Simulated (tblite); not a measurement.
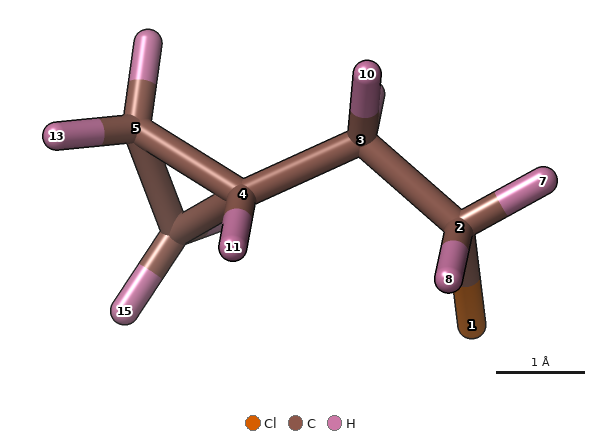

Fig. 1: The input geometry (stick view, seen at a tilt; atoms are numbered from 1 in the order of the input). Bond lengths as drawn: C–C 1.50 to 1.51 Å, C–Cl 1.78 Å and C–H 1.08 to 1.11 Å.

**C$_{5}$H$_{9}$Cl: geometry relaxation**

System: C$_{5}$H$_{9}$Cl, SMILES ClCCC1CC1.
Method: GFN2-xTB geometry optimisation, gas phase (tblite 0.8.0).

Input file
```
{"job": {"xc": "GFN2-xTB", "basis": "xTB", "kind": "relax"}, "charge": 0, "multiplicity": 1}
Cl     1.715200    -1.414200    -1.651200
C      1.993400    -0.330600    -0.271800
C      0.828400     0.595600    -0.004100
C     -0.391600    -0.105800     0.520000
C     -1.722800     0.592500     0.552000
C     -1.501800    -0.559600    -0.395300
H      2.897100     0.249400    -0.494200
H      2.212100    -0.959700     0.613100
H      0.581300     1.155700    -0.918100
H      1.121700     1.338800     0.745500
H     -0.162000    -0.738300     1.384300
H     -1.795600     1.584200     0.117000
H     -2.377700     0.435700     1.406900
H     -1.409500    -0.344700    -1.455000
H     -1.992800    -1.490900    -0.171100
```

The first line tells a small driver script what to run in tblite; the rest is the geometry in Å.

Launched with:
```bash
OMP_NUM_THREADS=1 python <driver script> task.json out
```

Output
```
step      E/eV     max force
  0    -539.33380    0.829
  1    -539.35428    0.244
  2    -539.35866    0.180
  3    -539.36237    0.127
  4    -539.36383    0.097
  5    -539.36513    0.075
  6    -539.36588    0.078
  7    -539.36641    0.082
  8    -539.36691    0.079
  9    -539.36750    0.072
 10    -539.36803    0.070
 11    -539.36839    0.042
 12    -539.36868    0.043
 13    -539.36902    0.047
 14    -539.36946    0.062
 15    -539.36988    0.056
 16    -539.37017    0.051
 17    -539.37040    0.041
 18    -539.37061    0.040
 19    -539.37083    0.044
 20    -539.37103    0.035
 21    -539.37103    0.035
 22    -539.37112    0.031
 23    -539.37136    0.030
 24    -539.37143    0.033
 25    -539.37168    0.031
 26    -539.37183    0.031
 27    -539.37201    0.029
 28    -539.37214    0.031
 29    -539.37229    0.029
 30    -539.37243    0.034
 31    -539.37256    0.029
 32    -539.37268    0.029
 33    -539.37282    0.033
 34    -539.37297    0.031
 35    -539.37310    0.029
 36    -539.37321    0.031
 37    -539.37333    0.032
 38    -539.37347    0.027
 39    -539.37365    0.042
 40    -539.37385    0.050
 41    -539.37401    0.036
 42    -539.37413    0.026
 43    -539.37421    0.024
 44    -539.37427    0.019
 45    -539.37431    0.015
 46    -539.37434    0.012
 47    -539.37436    0.011
 48    -539.37438    0.014
 49    -539.37440    0.013
 50    -539.37442    0.009
 51    -539.37443    0.006
 52    -539.37443    0.007
 53    -539.37444    0.009
 54    -539.37445    0.007
 55    -539.37446    0.007
 56    -539.37446    0.006
 57    -539.37447    0.006
 58    -539.37447    0.006
 59    -539.37448    0.006
 60    -539.37448    0.005
 61    -539.37449    0.006
 62    -539.37449    0.007
 63    -539.37450    0.006
 64    -539.37450    0.005
 65    -539.37451    0.006
 66    -539.37452    0.006
 67    -539.37452    0.005
 68    -539.37453    0.004
 69    -539.37453    0.004
 70    -539.37453    0.005
 71    -539.37454    0.008
 72    -539.37454    0.008
 73    -539.37455    0.007
 74    -539.37456    0.008
 75    -539.37457    0.007
 76    -539.37458    0.006
 77    -539.37458    0.006
 78    -539.37459    0.005
 79    -539.37459    0.008
 80    -539.37460    0.008
 81    -539.37460    0.004
 82    -539.37460    0.004
```

Trajectory as extended XYZ (Å, eV, eV/Å), 12 frames, from step=0 to step=82
```
15
Properties=species:S:1:pos:R:3:forces:R:3 step=0 energy=-539.33380
Cl    1.7152   -1.4142   -1.6512   -0.0980  -0.0100   0.0020
C     1.9934   -0.3306   -0.2718    0.5910  -0.0480   0.5800
C     0.8284    0.5956   -0.0041   -0.2740   0.5470  -0.2650
C    -0.3916   -0.1058    0.5200   -0.4670  -0.4170   0.2190
C    -1.7228    0.5925    0.5520   -0.0550  -0.0940  -0.1920
C    -1.5018   -0.5596   -0.3953    0.2500   0.3100   0.2410
H     2.8971    0.2494   -0.4942   -0.1300  -0.0940  -0.0850
H     2.2121   -0.9597    0.6131   -0.1880   0.1540  -0.4050
H     0.5813    1.1557   -0.9181    0.0270  -0.1860   0.1280
H     1.1217    1.3388    0.7455    0.2380  -0.0500  -0.0140
H    -0.1620   -0.7383    1.3843   -0.1360   0.1030  -0.2930
H    -1.7956    1.5842    0.1170    0.0420  -0.1510   0.1440
H    -2.3777    0.4357    1.4069    0.2180   0.0720  -0.2330
H    -1.4095   -0.3447   -1.4550   -0.0110  -0.0490   0.2340
H    -1.9928   -1.4909   -0.1711   -0.0080  -0.0870  -0.0590
15
Properties=species:S:1:pos:R:3:forces:R:3 step=7 energy=-539.36641
Cl    1.6985   -1.4048   -1.6360   -0.0660  -0.0220  -0.0430
C     2.0022   -0.3171   -0.2571    0.0120  -0.0060   0.0210
C     0.8230    0.6105   -0.0015   -0.0140  -0.0150   0.0150
C    -0.3981   -0.1105    0.5253   -0.0050  -0.0220   0.0140
C    -1.7256    0.5883    0.5432    0.0000  -0.0030   0.0130
C    -1.4967   -0.5624   -0.3886    0.0190   0.0220  -0.0070
H     2.9002    0.2503   -0.5051   -0.0170  -0.0110   0.0120
H     2.1956   -0.9598    0.6024    0.0050   0.0340   0.0130
H     0.5749    1.1430   -0.9214   -0.0140   0.0100   0.0200
H     1.1494    1.3441    0.7434   -0.0070   0.0270  -0.0250
H    -0.1786   -0.7489    1.3735    0.0010  -0.0090   0.0070
H    -1.7857    1.5825    0.1249    0.0190  -0.0320  -0.0030
H    -2.3702    0.4407    1.3966    0.0000   0.0060  -0.0140
H    -1.4027   -0.3477   -1.4417    0.0190  -0.0140  -0.0080
H    -1.9907   -1.5004   -0.1798    0.0470   0.0360  -0.0140
15
Properties=species:S:1:pos:R:3:forces:R:3 step=14 energy=-539.36946
Cl    1.6598   -1.4017   -1.6323   -0.0180  -0.0220   0.0040
C     1.9933   -0.3167   -0.2561    0.0570  -0.0170   0.0180
C     0.8201    0.6139    0.0054    0.0210   0.0150  -0.0030
C    -0.3944   -0.1121    0.5346   -0.0140  -0.0180  -0.0010
C    -1.7216    0.5847    0.5422    0.0020   0.0230   0.0220
C    -1.4833   -0.5604   -0.3917    0.0070  -0.0100   0.0020
H     2.8940    0.2428   -0.5113   -0.0230  -0.0020  -0.0230
H     2.1943   -0.9533    0.6071   -0.0210   0.0040  -0.0290
H     0.5621    1.1409   -0.9144   -0.0070   0.0100  -0.0120
H     1.1511    1.3576    0.7366   -0.0070   0.0120   0.0410
H    -0.1798   -0.7597    1.3768    0.0200   0.0210   0.0120
H    -1.7701    1.5777    0.1240   -0.0040   0.0310  -0.0140
H    -2.3744    0.4417    1.3886   -0.0270  -0.0190   0.0070
H    -1.3837   -0.3481   -1.4438    0.0310   0.0170  -0.0300
H    -1.9719   -1.4992   -0.1878   -0.0180  -0.0440   0.0040
15
Properties=species:S:1:pos:R:3:forces:R:3 step=22 energy=-539.37112
Cl    1.6304   -1.4087   -1.6241    0.0010   0.0040   0.0160
C     1.9896   -0.3164   -0.2574   -0.0140  -0.0040  -0.0110
C     0.8203    0.6190    0.0110   -0.0010  -0.0020  -0.0020
C    -0.3923   -0.1116    0.5402    0.0000   0.0140   0.0120
C    -1.7205    0.5837    0.5410   -0.0060  -0.0060  -0.0070
C    -1.4743   -0.5612   -0.3931    0.0190  -0.0050   0.0000
H     2.8887    0.2376   -0.5282   -0.0130  -0.0120  -0.0050
H     2.1913   -0.9536    0.6043    0.0150   0.0170  -0.0080
H     0.5572    1.1441   -0.9090    0.0150   0.0200   0.0100
H     1.1463    1.3630    0.7455    0.0220  -0.0210  -0.0060
H    -0.1711   -0.7543    1.3844   -0.0170   0.0050   0.0090
H    -1.7643    1.5785    0.1235   -0.0190  -0.0060   0.0040
H    -2.3835    0.4358    1.3795    0.0020  -0.0030  -0.0020
H    -1.3599   -0.3446   -1.4439    0.0000  -0.0080  -0.0020
H    -1.9623   -1.5033   -0.1957   -0.0040   0.0080  -0.0080
15
Properties=species:S:1:pos:R:3:forces:R:3 step=29 energy=-539.37229
Cl    1.6245   -1.4180   -1.6215   -0.0080   0.0060   0.0250
C     1.9883   -0.3190   -0.2622   -0.0040   0.0080   0.0010
C     0.8233    0.6201    0.0140   -0.0010  -0.0090   0.0070
C    -0.3938   -0.1064    0.5418   -0.0020   0.0130   0.0060
C    -1.7254    0.5832    0.5380   -0.0020  -0.0020  -0.0090
C    -1.4723   -0.5617   -0.3942    0.0260  -0.0040   0.0040
H     2.8841    0.2365   -0.5409   -0.0070  -0.0150  -0.0130
H     2.1993   -0.9477    0.6038    0.0010  -0.0030  -0.0260
H     0.5638    1.1582   -0.8997    0.0010  -0.0050   0.0130
H     1.1650    1.3533    0.7525   -0.0250  -0.0120   0.0080
H    -0.1803   -0.7452    1.3914    0.0120   0.0070  -0.0110
H    -1.7802    1.5775    0.1213    0.0010  -0.0010  -0.0040
H    -2.3858    0.4292    1.3778   -0.0030   0.0030  -0.0100
H    -1.3535   -0.3483   -1.4453   -0.0030   0.0080   0.0060
H    -1.9615   -1.5038   -0.1988    0.0150   0.0040   0.0020
15
Properties=species:S:1:pos:R:3:forces:R:3 step=37 energy=-539.37333
Cl    1.6018   -1.4305   -1.6115   -0.0240   0.0180   0.0100
C     1.9851   -0.3199   -0.2668    0.0010  -0.0020  -0.0040
C     0.8259    0.6238    0.0225    0.0090  -0.0140   0.0070
C    -0.3938   -0.0998    0.5457   -0.0030   0.0080  -0.0030
C    -1.7293    0.5830    0.5323   -0.0010  -0.0060  -0.0010
C    -1.4635   -0.5622   -0.3957    0.0040  -0.0070   0.0050
H     2.8774    0.2307   -0.5651   -0.0080   0.0000  -0.0020
H     2.2115   -0.9471    0.5961   -0.0120   0.0170   0.0010
H     0.5688    1.1736   -0.8852    0.0030  -0.0040   0.0260
H     1.1696    1.3435    0.7730    0.0070   0.0070  -0.0200
H    -0.1807   -0.7343    1.3990   -0.0090   0.0020  -0.0180
H    -1.7933    1.5756    0.1124    0.0240  -0.0070   0.0000
H    -2.3938    0.4252    1.3679   -0.0020   0.0040   0.0010
H    -1.3438   -0.3467   -1.4463    0.0110  -0.0090   0.0080
H    -1.9462   -1.5070   -0.2001   -0.0030  -0.0080  -0.0100
15
Properties=species:S:1:pos:R:3:forces:R:3 step=44 energy=-539.37427
Cl    1.5607   -1.4338   -1.6006    0.0030   0.0050   0.0070
C     1.9792   -0.3191   -0.2699   -0.0010  -0.0110  -0.0150
C     0.8281    0.6284    0.0340    0.0100   0.0040  -0.0030
C    -0.3931   -0.0965    0.5511    0.0080   0.0010   0.0060
C    -1.7311    0.5801    0.5262    0.0080   0.0030   0.0010
C    -1.4531   -0.5664   -0.3971   -0.0100   0.0060  -0.0040
H     2.8676    0.2255   -0.5897   -0.0040   0.0030   0.0020
H     2.2189   -0.9408    0.5930   -0.0070   0.0010  -0.0020
H     0.5722    1.1888   -0.8667   -0.0160  -0.0010  -0.0050
H     1.1794    1.3411    0.7868    0.0000   0.0040   0.0130
H    -0.1841   -0.7311    1.4043    0.0010  -0.0050   0.0110
H    -1.7892    1.5709    0.1014    0.0000  -0.0030   0.0010
H    -2.4017    0.4263    1.3579    0.0050  -0.0020  -0.0090
H    -1.3271   -0.3505   -1.4464    0.0100  -0.0060  -0.0080
H    -1.9310   -1.5147   -0.2063   -0.0050   0.0020   0.0040
15
Properties=species:S:1:pos:R:3:forces:R:3 step=52 energy=-539.37443
Cl    1.5549   -1.4343   -1.5999    0.0050   0.0050   0.0010
C     1.9774   -0.3186   -0.2719    0.0000  -0.0050  -0.0040
C     0.8280    0.6293    0.0360    0.0020   0.0000  -0.0020
C    -0.3920   -0.0971    0.5533   -0.0020   0.0020   0.0040
C    -1.7291    0.5804    0.5245   -0.0040   0.0000  -0.0010
C    -1.4501   -0.5665   -0.3976   -0.0070   0.0000   0.0010
H     2.8654    0.2256   -0.5932   -0.0020   0.0000  -0.0010
H     2.2174   -0.9397    0.5914    0.0020  -0.0020  -0.0020
H     0.5671    1.1906   -0.8629    0.0010   0.0030  -0.0020
H     1.1807    1.3401    0.7901   -0.0010   0.0010   0.0010
H    -0.1843   -0.7312    1.4074    0.0010   0.0000   0.0050
H    -1.7869    1.5713    0.1001    0.0050   0.0010   0.0010
H    -2.4019    0.4255    1.3539   -0.0030   0.0020  -0.0020
H    -1.3199   -0.3543   -1.4474    0.0050   0.0010   0.0010
H    -1.9312   -1.5130   -0.2057   -0.0010  -0.0050   0.0010
15
Properties=species:S:1:pos:R:3:forces:R:3 step=59 energy=-539.37448
Cl    1.5546   -1.4334   -1.6016   -0.0020   0.0010  -0.0050
C     1.9766   -0.3188   -0.2731    0.0020  -0.0010  -0.0010
C     0.8274    0.6290    0.0369    0.0000  -0.0020   0.0020
C    -0.3925   -0.0972    0.5552   -0.0010   0.0000   0.0030
C    -1.7294    0.5807    0.5237   -0.0030   0.0000  -0.0030
C    -1.4496   -0.5673   -0.3968    0.0020   0.0000   0.0000
H     2.8638    0.2259   -0.5953    0.0030   0.0050   0.0010
H     2.2182   -0.9405    0.5891    0.0000  -0.0020   0.0020
H     0.5662    1.1917   -0.8611    0.0000  -0.0020   0.0010
H     1.1810    1.3391    0.7915    0.0010   0.0000   0.0000
H    -0.1849   -0.7298    1.4104    0.0000  -0.0020   0.0030
H    -1.7845    1.5718    0.0997   -0.0010   0.0000  -0.0040
H    -2.4047    0.4264    1.3512    0.0010   0.0020   0.0010
H    -1.3151   -0.3563   -1.4463   -0.0030   0.0000  -0.0010
H    -1.9317   -1.5134   -0.2053    0.0010   0.0010   0.0010
15
Properties=species:S:1:pos:R:3:forces:R:3 step=67 energy=-539.37452
Cl    1.5543   -1.4293   -1.6062   -0.0010  -0.0020  -0.0050
C     1.9767   -0.3190   -0.2744   -0.0010   0.0020   0.0020
C     0.8275    0.6275    0.0390   -0.0020   0.0040   0.0000
C    -0.3931   -0.0974    0.5578    0.0010   0.0000  -0.0030
C    -1.7296    0.5815    0.5222    0.0000  -0.0010   0.0000
C    -1.4487   -0.5683   -0.3956    0.0020  -0.0020   0.0010
H     2.8628    0.2283   -0.5955    0.0040   0.0000   0.0000
H     2.2200   -0.9430    0.5857   -0.0010  -0.0030   0.0020
H     0.5650    1.1904   -0.8584    0.0000   0.0030  -0.0010
H     1.1824    1.3373    0.7930    0.0000   0.0000   0.0030
H    -0.1871   -0.7284    1.4148   -0.0020   0.0020  -0.0030
H    -1.7835    1.5716    0.0955    0.0010  -0.0010  -0.0010
H    -2.4067    0.4296    1.3487    0.0010   0.0010   0.0020
H    -1.3128   -0.3587   -1.4452    0.0000  -0.0040   0.0020
H    -1.9315   -1.5139   -0.2033   -0.0010   0.0010   0.0010
15
Properties=species:S:1:pos:R:3:forces:R:3 step=74 energy=-539.37456
Cl    1.5546   -1.4237   -1.6123    0.0000   0.0010  -0.0010
C     1.9768   -0.3189   -0.2755   -0.0040   0.0040   0.0020
C     0.8278    0.6275    0.0404   -0.0040  -0.0010   0.0020
C    -0.3933   -0.0970    0.5586    0.0000  -0.0070  -0.0030
C    -1.7297    0.5820    0.5203    0.0040   0.0020   0.0010
C    -1.4484   -0.5705   -0.3940   -0.0030   0.0010  -0.0010
H     2.8637    0.2288   -0.5939    0.0000  -0.0010   0.0010
H     2.2191   -0.9469    0.5821   -0.0050   0.0010   0.0000
H     0.5647    1.1925   -0.8558    0.0050   0.0000   0.0020
H     1.1824    1.3357    0.7963    0.0040  -0.0020  -0.0030
H    -0.1895   -0.7265    1.4170    0.0060   0.0020   0.0020
H    -1.7824    1.5707    0.0904   -0.0020   0.0030   0.0000
H    -2.4064    0.4336    1.3478   -0.0020  -0.0010  -0.0030
H    -1.3118   -0.3641   -1.4441   -0.0020  -0.0010  -0.0010
H    -1.9321   -1.5151   -0.1994    0.0030  -0.0010   0.0020
15
Properties=species:S:1:pos:R:3:forces:R:3 step=82 energy=-539.37460
Cl    1.5542   -1.4161   -1.6203    0.0000   0.0000   0.0010
C     1.9757   -0.3190   -0.2769   -0.0010   0.0000  -0.0010
C     0.8280    0.6278    0.0418    0.0000   0.0000   0.0000
C    -0.3933   -0.0965    0.5594    0.0000   0.0010   0.0010
C    -1.7294    0.5826    0.5179   -0.0010   0.0000   0.0020
C    -1.4479   -0.5732   -0.3920    0.0000   0.0010  -0.0010
H     2.8640    0.2290   -0.5909    0.0010  -0.0030   0.0020
H     2.2149   -0.9513    0.5784   -0.0010  -0.0010  -0.0030
H     0.5662    1.1963   -0.8523    0.0000  -0.0010   0.0000
H     1.1845    1.3325    0.8001    0.0010   0.0020  -0.0020
H    -0.1889   -0.7229    1.4201   -0.0010   0.0000   0.0010
H    -1.7816    1.5700    0.0846   -0.0010  -0.0010  -0.0010
H    -2.4075    0.4373    1.3446   -0.0020  -0.0020   0.0020
H    -1.3118   -0.3712   -1.4430    0.0020   0.0000  -0.0020
H    -1.9314   -1.5172   -0.1935    0.0020   0.0000   0.0010
```

Key numbers

| quantity | value |
| --- | --- |
| outcome | converged |
| total energy | −539.3746 eV |
| hardware | 1 CPU thread, shared host |
| peak memory | 0.2 GiB |
